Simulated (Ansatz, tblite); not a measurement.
# Si(NCS)2Cl2 (C2Cl2N2S2Si): removing and adding an electron

What does removing or adding an electron cost or gain for Si(NCS)2Cl2 (C2Cl2N2S2Si)? Each charged state is run at several levels.

Program: Ansatz 0.2.0, Gaussian basis. Level of theory: as each input shows. These are calculated values, not measurements.

The runs, in order: charge +1 doublet, at the geometry of the singlet (PBE0-D4/def2-TZVP, PBE-D4/def2-TZVP, CAM-B3LYP-D4/def2-TZVP, CCSD(T)/def2-SVP); charge -1 doublet, at the geometry of the singlet (PBE0-D4/def2-TZVPD, PBE-D4/def2-TZVPD, CAM-B3LYP-D4/def2-TZVPD); the starting singlet's energies come from earlier runs.

2 further runs of the same task are left out: 2 set aside as unsound or not needed.

### Step 1. The relaxed structure

The singlet was relaxed beforehand with r2SCAN-D4/def2-SVP.

9 atoms, charge 0, spin multiplicity 1.

Atoms are counted from 1 here; the program's logs count them from 0.

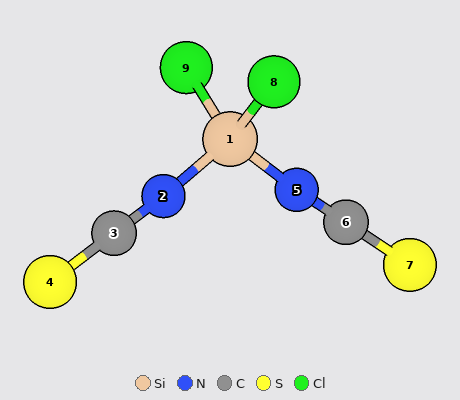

The structure; silicon light orange, nitrogen blue, carbon grey, sulfur yellow, chlorine green; atoms are numbered from 1 in the order of the file.

### Step 2. Charge +1 doublet at the fixed geometry, PBE0-D4/def2-TZVP

in.yaml

```yaml
crystal:
  periodic: [false, false, false]
  atoms:
    - {symbol: Si, position_ang: [-0.702548, -0.002392, -0.501404]}
    - {symbol: N, position_ang: [-0.702593, -0.025655, 1.193599]}
    - {symbol: C, position_ang: [-0.780257, -0.041626, 2.395570]}
    - {symbol: S, position_ang: [-0.870359, -0.062330, 3.960551]}
    - {symbol: N, position_ang: [0.900370, 0.027242, -1.052206]}
    - {symbol: C, position_ang: [2.011670, 0.046222, -1.516619]}
    - {symbol: S, position_ang: [3.462196, 0.070997, -2.110821]}
    - {symbol: Cl, position_ang: [-1.682349, 1.662304, -1.161335]}
    - {symbol: Cl, position_ang: [-1.636120, -1.674772, -1.207344]}
basis:
  gaussian: {orbitals: def2-TZVP}
total_charge: 1
magnetization: {spin_polarized: true, initial_magnetization: 1}
hamiltonian: {xc: pbe0, dispersion: d4}
scf: {omitted_lower_state_checks: [starts]}
output: {orbitals: {seedname: orbitals}}
```

Command:

```console
$ ansatz run in.yaml --threads 2 --pin off --events-out ev --progress --plain --max-ram 32768MiB --backend cuda --devices 0, --max-vram 18GiB
```

Output:

```text
Functional definition: PBE0
  name "PBE0"
  cite "Adamo & Barone, J. Chem. Phys. 110, 6158 (1999) doi:10.1063/1.478522"
  cite "Perdew, Burke & Ernzerhof, Phys. Rev. Lett. 77, 3865 (1996) doi:10.1103/PhysRevLett.77.3865"
  parent pbe
  parameter a = 0.25
  parameter kappa = 0.804
  parameter beta = 0.06672455060314922
  exchange = (1 - a)*pbe_x(kappa = kappa, mu = beta*pi^2/3) + a*exact_x
  correlation = pbe_c(beta = beta)
these checks for a lower state are left out or cut short: starts
2016 factors; their error is unknown
mean field evaluation 1: about -59593.2019 eV, gradient 7.9e1 eV
mean field evaluation 2: about -59434.3652 eV, gradient 1.8e2 eV
mean field evaluation 4: about -59616.8986 eV, gradient 3.1e1 eV
mean field evaluation 8: about -59621.2918 eV, gradient 4.7e-1 eV
mean field evaluation 16: about -59621.4724 eV, gradient 2.0e-2 eV
mean field evaluation 32: about -59621.4724 eV, gradient 7.1e-5 eV
mean field -59621.47239306 eV, -2191.0486975595 hartree, gradient 7.9e-6 eV, S^2 0.772246; 0 other end points of the search recorded, 0 dependent functions left out
reference -59621.47243133 eV, -2191.0486989660 hartree; 53, 52 occupied and 256, 257 virtual orbitals, 2016 factors
Total energy: -59621.83215105 eV, -2191.0619184219 hartree
Checks for a lower state left out: starts
```

Run time: 9.5 s. Hardware: 1 × H100 (card shared with other runs) with 2 threads of AMD EPYC 7R13, shared host; peak host memory 0.97 GiB.

Report: HOMO -12.21 eV, LUMO -11.07 eV (over both spins); ⟨S²⟩ 0.772 (pure: 0.75).

### Step 3. Charge +1 doublet at the fixed geometry, PBE-D4/def2-TZVP

start.molden holds the orbitals of an earlier run on this state, given as this run's starting guess.

Changes to in.yaml since step 2:

```diff
@@ -13,6 +13,6 @@
 basis:
-  gaussian: {orbitals: def2-TZVP}
+  gaussian: {orbitals: def2-TZVP, initial_orbitals: start.molden}
 total_charge: 1
 magnetization: {spin_polarized: true, initial_magnetization: 1}
-hamiltonian: {xc: pbe0, dispersion: d4}
+hamiltonian: {xc: pbe, dispersion: d4}
 scf: {omitted_lower_state_checks: [starts]}
```

Same command.

Output:

```text
Functional definition: PBE
  name "PBE"
  cite "Perdew, Burke & Ernzerhof, Phys. Rev. Lett. 77, 3865 (1996) doi:10.1103/PhysRevLett.77.3865"
  parent pbe
  parameter kappa = 0.804
  parameter beta = 0.06672455060314922
  exchange = pbe_x(kappa = kappa, mu = beta*pi^2/3)
  correlation = pbe_c(beta = beta)
these checks for a lower state are left out or cut short: starts
1956 factors; their error is unknown
mean field evaluation 1: about -59617.6402 eV, gradient 1.3e1 eV
mean field evaluation 2: about -59617.8631 eV, gradient 3.5e-1 eV
mean field evaluation 4: about -59617.8511 eV, gradient 1.7e-1 eV
mean field evaluation 8: about -59617.8512 eV, gradient 2.1e-5 eV
mean field evaluation 16: about -59617.8512 eV, gradient 3.4e-6 eV
mean field -59617.85118011 eV, -2190.9156204383 hartree, gradient 3.4e-6 eV, S^2 0.755582; 0 other end points of the search recorded, 0 dependent functions left out
reference -59617.85123100 eV, -2190.9156223082 hartree; 53, 52 occupied and 256, 257 virtual orbitals, 1956 factors
Total energy: -59618.26449683 eV, -2190.9308095474 hartree
Checks for a lower state left out: starts
```

It took 8.5 s on 1 × H100 (card shared with other runs) with 2 threads of AMD EPYC 7R13, shared host; peak host memory 0.95 GiB.

Report: HOMO -11.44 eV, LUMO -11.32 eV (over both spins); ⟨S²⟩ 0.756 (pure: 0.75).

### Step 4. Charge +1 doublet at the fixed geometry, CAM-B3LYP-D4/def2-TZVP

Changes to in.yaml since step 3:

```diff
@@ -16,3 +16,3 @@
 magnetization: {spin_polarized: true, initial_magnetization: 1}
-hamiltonian: {xc: pbe, dispersion: d4}
+hamiltonian: {xc: {name: CAM-B3LYP}, dispersion: d4}
 scf: {omitted_lower_state_checks: [starts]}
```

The command is unchanged.

Output, shortened:

```text
Functional definition: CAM-B3LYP
  name "CAM-B3LYP"
  cite "Yanai, Tew & Handy, Chem. Phys. Lett. 393, 51 (2004) doi:10.1016/j.cplett.2004.06.011"
  cite "Iikura, Tsuneda, Yanai & Hirao, J. Chem. Phys. 115, 3540 (2001) doi:10.1063/1.1383587"
  cite "Becke, Phys. Rev. A 38, 3098 (1988) doi:10.1103/PhysRevA.38.3098"
  cite "Lee, Yang & Parr, Phys. Rev. B 37, 785 (1988) doi:10.1103/PhysRevB.37.785"
  cite "Vosko, Wilk & Nusair, Can. J. Phys. 58, 1200 (1980) doi:10.1139/p80-159"
[...]
  # Exact exchange under (alpha + beta erf(omega r))/r, Becke's under what is left of 1/r.
[...]
1999 factors; their error is unknown
396 factors; integrals over basis functions are off by at most 4.6e-5 eV
[...]
mean field -59645.06609087 eV, -2191.9157499615 hartree, gradient 5.8e-6 eV, S^2 0.786340; 0 other end points of the search recorded, 0 dependent functions left out
reference -59645.06626654 eV, -2191.9157564173 hartree; 53, 52 occupied and 256, 257 virtual orbitals, 1999 factors
Total energy: -59645.44103976 eV, -2191.9295290793 hartree
Checks for a lower state left out: starts
```

Wall time 10 s (1 × H100 (card shared with other runs) with 2 threads of AMD EPYC 7R13, shared host); peak host memory 0.99 GiB.

From the report: HOMO -12.82 eV, LUMO -10.49 eV (over both spins); ⟨S²⟩ 0.786 (pure: 0.75).

### Step 5. Charge +1 doublet at the fixed geometry, CCSD(T)/def2-SVP

Changes to in.yaml since step 4:

```diff
@@ -13,7 +13,7 @@
 basis:
-  gaussian: {orbitals: def2-TZVP, initial_orbitals: start.molden}
+  gaussian: {orbitals: def2-SVP, initial_orbitals: start.molden}
 total_charge: 1
 magnetization: {spin_polarized: true, initial_magnetization: 1}
-hamiltonian: {xc: {name: CAM-B3LYP}, dispersion: d4}
-scf: {omitted_lower_state_checks: [starts]}
+correlation: {method: ccsd_t}
+scf: {omitted_lower_state_checks: [starts, cluster_reference]}
 output: {orbitals: {seedname: orbitals}}
```

Launched as before.

Output, shortened:

```text
Functional definition: HF
  name "HF"
  cite "Fock, Z. Phys. 61, 126 (1930) doi:10.1007/BF01340294"
  parent pbe
[...]
1378 factors; integrals over basis functions are off by at most 1.1e-3 eV
[...]
mean field -59502.95624986 eV, -2186.6933096302 hartree, gradient 2.9e-10 eV, S^2 0.935864; 0 other end points of the search recorded, 0 dependent functions left out
29 core orbitals not correlated: weight in the atoms' cores, before any rotation towards them, 1.000 or more for the frozen orbitals, at most 0.000 for the correlated occupied ones
reference -59502.95624986 eV, -2186.6933096302 hartree; 24, 23 occupied and 93, 94 virtual orbitals, 1378 factors
second order -30.35321924 eV of doubles, -0.00000000 eV of singles
cycle   1  -30.57926304 eV  change   -2.3e-1 eV  update   1.9e-1
[...]
cycle  29  -32.00471901 eV  change   -4.7e-5 eV  update   4.5e-5
perturbative correction -1.37647205 eV, -0.0505844147 hartree
Total energy: -59536.33744092 eV, -2187.9200457748 hartree
Checks for a lower state left out: starts, cluster_reference
```

It took 18 s on 1 × H100 (card shared with other runs) with 2 threads of AMD EPYC 7R13, shared host; peak host memory 0.86 GiB.

From the report: Hartree-Fock HOMO -13.59 eV, LUMO -7.63 eV (over both spins); ⟨S²⟩ 0.936 (pure: 0.75); T1 0.029. Doubts: spin contamination.

### Step 6. Vertical ionisation energy

Charged state less starting state, singlet to doublet; the starting state's energies are those of its earlier runs.

```csv
level,vertical ionisation energy (eV),time
HF/def2-SVP†,+9.10,
PBE-D4/def2-TZVP,+9.09,15 s
PBE0-D4/def2-TZVP,+9.53,14 s
CAM-B3LYP-D4/def2-TZVP,+9.84,16 s
MP2/def2-SVP†,+10.32,
CCSD/def2-SVP†,+9.65,
CCSD(T)/def2-SVP†,+9.69,25 s
```

Times add the two runs; a level without a time comes out of a correlated run. † marks a level with a doubtful state (flagged, unstable, out of aufbau order, or strongly spin-contaminated); such levels are left out of the summary. CCSD(T)/def2-SVP is no safe reference here (spin contamination).

Beside −ε(HOMO) of the starting state:

```csv
level,−ε(HOMO) (eV),by difference (eV),mismatch (eV)
PBE-D4/def2-TZVP,6.81,9.09,-2.28
PBE0-D4/def2-TZVP,7.95,9.53,-1.58
CAM-B3LYP-D4/def2-TZVP,9.15,9.84,-0.70
```

### Step 7. Charge -1 doublet at the fixed geometry, PBE0-D4/def2-TZVPD

Changes to in.yaml since step 5:

```diff
@@ -13,7 +13,7 @@
 basis:
-  gaussian: {orbitals: def2-SVP, initial_orbitals: start.molden}
-total_charge: 1
+  gaussian: {orbitals: def2-TZVPD}
+total_charge: -1
 magnetization: {spin_polarized: true, initial_magnetization: 1}
-correlation: {method: ccsd_t}
-scf: {omitted_lower_state_checks: [starts, cluster_reference]}
+hamiltonian: {xc: pbe0, dispersion: d4}
+scf: {omitted_lower_state_checks: [starts]}
 output: {orbitals: {seedname: orbitals}}
```

Same command.

Output, shortened:

```text
Functional definition: PBE0
  name "PBE0"
  cite "Adamo & Barone, J. Chem. Phys. 110, 6158 (1999) doi:10.1063/1.478522"
  cite "Perdew, Burke & Ernzerhof, Phys. Rev. Lett. 77, 3865 (1996) doi:10.1103/PhysRevLett.77.3865"
  parent pbe
[...]
2248 factors; their error is unknown
[...]
mean field -59631.44346394 eV, -2191.4151276556 hartree, gradient 6.7e-6 eV, S^2 0.758168; 1 other end points of the search recorded, 0 dependent functions left out
reference -59631.44352159 eV, -2191.4151297745 hartree; 54, 53 occupied and 321, 322 virtual orbitals, 2248 factors
Total energy: -59631.83608028 eV, -2191.4295560401 hartree
Checks for a lower state left out: starts
```

Wall time 22 s (1 × H100 (card shared with other runs) with 2 threads of AMD EPYC 7R13, shared host); peak host memory 1 GiB.

From the report: HOMO 0.95 eV, LUMO 2.33 eV (over both spins); ⟨S²⟩ 0.758 (pure: 0.75); the next solution that the search met lies 0.059 eV higher. Doubts: highest occupied level lies above zero.

### Step 8. Charge -1 doublet at the fixed geometry, PBE-D4/def2-TZVPD

Changes to in.yaml since step 7:

```diff
@@ -13,6 +13,6 @@
 basis:
-  gaussian: {orbitals: def2-TZVPD}
+  gaussian: {orbitals: def2-TZVPD, initial_orbitals: start.molden}
 total_charge: -1
 magnetization: {spin_polarized: true, initial_magnetization: 1}
-hamiltonian: {xc: pbe0, dispersion: d4}
+hamiltonian: {xc: pbe, dispersion: d4}
 scf: {omitted_lower_state_checks: [starts]}
```

The command is unchanged.

Output:

```text
Functional definition: PBE
  name "PBE"
  cite "Perdew, Burke & Ernzerhof, Phys. Rev. Lett. 77, 3865 (1996) doi:10.1103/PhysRevLett.77.3865"
  parent pbe
  parameter kappa = 0.804
  parameter beta = 0.06672455060314922
  exchange = pbe_x(kappa = kappa, mu = beta*pi^2/3)
  correlation = pbe_c(beta = beta)
these checks for a lower state are left out or cut short: starts
2127 factors; their error is unknown
mean field evaluation 1: about -59627.3522 eV, gradient 1.3e1 eV
mean field evaluation 2: about -59627.5640 eV, gradient 3.1e-1 eV
mean field evaluation 4: about -59627.5500 eV, gradient 1.3e-1 eV
mean field evaluation 8: about -59627.5501 eV, gradient 2.5e-5 eV
mean field -59627.55007804 eV, -2191.2720483629 hartree, gradient 7.0e-6 eV, S^2 0.752986; 0 other end points of the search recorded, 0 dependent functions left out
reference -59627.55014892 eV, -2191.2720509676 hartree; 54, 53 occupied and 321, 322 virtual orbitals, 2127 factors
Total energy: -59628.00102103 eV, -2191.2886202121 hartree
Checks for a lower state left out: starts
```

It took 9 s on 1 × H100 (card shared with other runs) with 2 threads of AMD EPYC 7R13, shared host; peak host memory 1 GiB.

From the report: HOMO 1.41 eV, LUMO 1.55 eV (over both spins); ⟨S²⟩ 0.753 (pure: 0.75). Doubts: highest occupied level lies above zero.

### Step 9. Charge -1 doublet at the fixed geometry, CAM-B3LYP-D4/def2-TZVPD

Changes to in.yaml since step 8:

```diff
@@ -16,3 +16,3 @@
 magnetization: {spin_polarized: true, initial_magnetization: 1}
-hamiltonian: {xc: pbe, dispersion: d4}
+hamiltonian: {xc: {name: CAM-B3LYP}, dispersion: d4}
 scf: {omitted_lower_state_checks: [starts]}
```

Launched as before.

Output, shortened:

```text
Functional definition: CAM-B3LYP
  name "CAM-B3LYP"
  cite "Yanai, Tew & Handy, Chem. Phys. Lett. 393, 51 (2004) doi:10.1016/j.cplett.2004.06.011"
  cite "Iikura, Tsuneda, Yanai & Hirao, J. Chem. Phys. 115, 3540 (2001) doi:10.1063/1.1383587"
  cite "Becke, Phys. Rev. A 38, 3098 (1988) doi:10.1103/PhysRevA.38.3098"
  cite "Lee, Yang & Parr, Phys. Rev. B 37, 785 (1988) doi:10.1103/PhysRevB.37.785"
  cite "Vosko, Wilk & Nusair, Can. J. Phys. 58, 1200 (1980) doi:10.1139/p80-159"
[...]
  # Exact exchange under (alpha + beta erf(omega r))/r, Becke's under what is left of 1/r.
[...]
2174 factors; their error is unknown
563 factors; integrals over basis functions are off by at most 4.2e-5 eV
[...]
mean field -59655.17606743 eV, -2192.2872847472 hartree, gradient 2.0e-6 eV, S^2 0.762423; 0 other end points of the search recorded, 0 dependent functions left out
reference -59655.17621972 eV, -2192.2872903439 hartree; 54, 53 occupied and 321, 322 virtual orbitals, 2174 factors
Total energy: -59655.58515726 eV, -2192.3023185213 hartree
Checks for a lower state left out: starts
```

Wall time 22 s (1 × H100 (card shared with other runs) with 2 threads of AMD EPYC 7R13, shared host); peak host memory 1.1 GiB.

HOMO 0.27 eV, LUMO 2.98 eV (over both spins); ⟨S²⟩ 0.762 (pure: 0.75). Doubts: highest occupied level lies above zero.

### Step 10. Vertical electron affinity

Starting state less charged state (positive: the electron is bound), singlet to doublet; the starting state's energies are those of its earlier runs.

```csv
level,vertical electron affinity (eV),time
PBE-D4/def2-TZVPD,+0.57,16 s
PBE0-D4/def2-TZVPD,+0.42,29 s
CAM-B3LYP-D4/def2-TZVPD,+0.24,32 s
```

Times add the two runs; a level without a time comes out of a correlated run.

Beside −ε(LUMO) of the starting state:

```csv
level,−ε(LUMO) (eV),by difference (eV),mismatch (eV)
PBE-D4/def2-TZVPD,2.59,0.57,+2.02
PBE0-D4/def2-TZVPD,1.77,0.42,+1.36
CAM-B3LYP-D4/def2-TZVPD,0.72,0.24,+0.49
```

### Step 11. Results

```
                                             quantity                                    value
 vertical ionisation energy, functionals in def2-TZVP  9.09 (PBE-D4) to 9.84 eV (CAM-B3LYP-D4)
vertical electron affinity, functionals in def2-TZVPD  0.24 (CAM-B3LYP-D4) to 0.57 eV (PBE-D4)
```

**Reading.** The vertical ionisation energy spans 9.09 to 9.84 eV over the functionals. −ε(HOMO) misses the level's own difference by -0.70 eV at best (CAM-B3LYP-D4) and -2.28 eV at worst (PBE-D4). The vertical electron affinity spans 0.24 to 0.57 eV over the functionals. The anion's highest level lies above zero where self-interaction lifts it, so diffuse functions weigh on these values. −ε(LUMO) misses the level's own difference by +0.49 eV at best (CAM-B3LYP-D4) and +2.02 eV at worst (PBE-D4).
